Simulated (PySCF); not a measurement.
```xyz
9

F    -0.4509    1.0518    1.5814
C    -0.3180    0.7408    0.2639
C    -0.5637   -0.6751   -0.1609
C     0.8313   -0.1286   -0.1278
F     1.4503    0.1367   -1.3093
H    -0.6196    1.5709   -0.3616
H    -0.8318   -1.3941    0.5963
H    -1.0270   -0.8309   -1.1218
H     1.5431   -0.4654    0.6145
```

Geometry: GFN2-xTB.

Level of theory: PySCF 2.14.0, PBE0/pcSseg-1, SCF density, gas phase, non-relativistic.

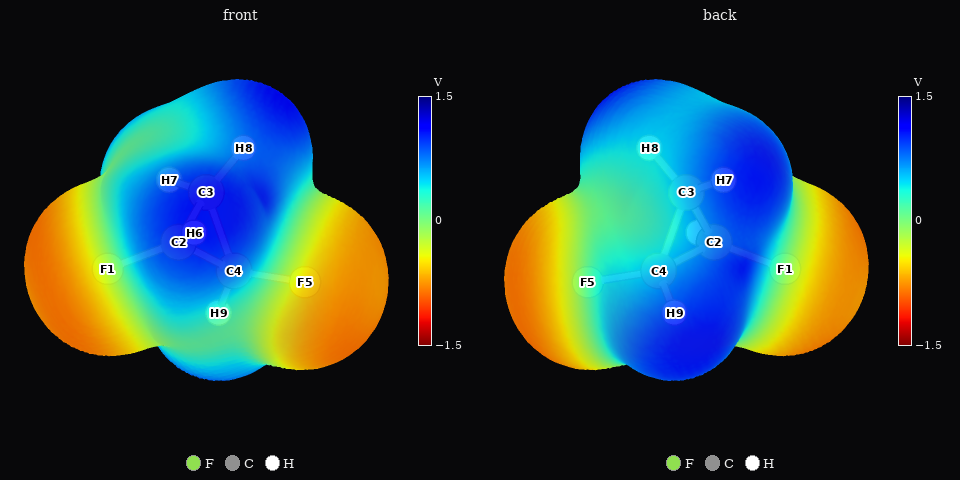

C3H4F2. The molecular electrostatic potential painted on the density surface at 0.002 e/bohr³, seen from the front and from behind; the colour scale runs from red (negative) to blue (positive).

### Which sites attract a positive test charge, and which a negative one?

A positive charge is drawn to the negative regions and a negative charge to the positive ones. The most negative region (about −0.9 V, or −21 kcal/mol for a unit charge) lies over F1 and F5, the most positive (about +1.2 V, or +28 kcal/mol for a unit charge) over H6, H7, H8 and H9.
